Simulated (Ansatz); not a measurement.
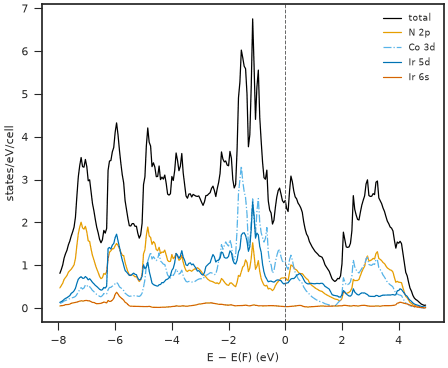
Figure. Total and projected density of states of CoIrN2 in space group R-3m (No. 166; Co on 3b, Ir on 3a, N on 6c), r²SCAN in the plane-wave PAW code Ansatz

Question: Which orbitals carry the states next to the Fermi level?

Answer: Within 0.5 eV of the Fermi level: Co 3d 40 %, N 2p 28 %, Ir 5d 26 %. Projections are on Löwdin-orthogonalised atomic valence shells; empty p or d shells of many metals are not among them.

Question: Where is the tallest occupied peak in this window, and what makes it?

Answer: Near -1.1 eV, about 6.8 states/eV per cell; the largest projected share is Co 3d.

The start of the workflow was typed in or built on a structure type; neither database checked (COD, Materials Project) lists it. Its standing as an ambient phase is unchecked. The r²SCAN relaxation kept the symmetry of its start; its stability against distortions is not shown here. Spin order of the final state: ferromagnetic, the only order run, not a proven ground state. Its formation energy is positive at this level, so the cell may be metastable or incomplete. Other orbital occupations within this spin state were not tried. No Hubbard U is applied. Scalar-relativistic: spin–orbit coupling is off unless named, which matters more the heavier the elements.

Potentials: the earlier of the program's two PAW sets.
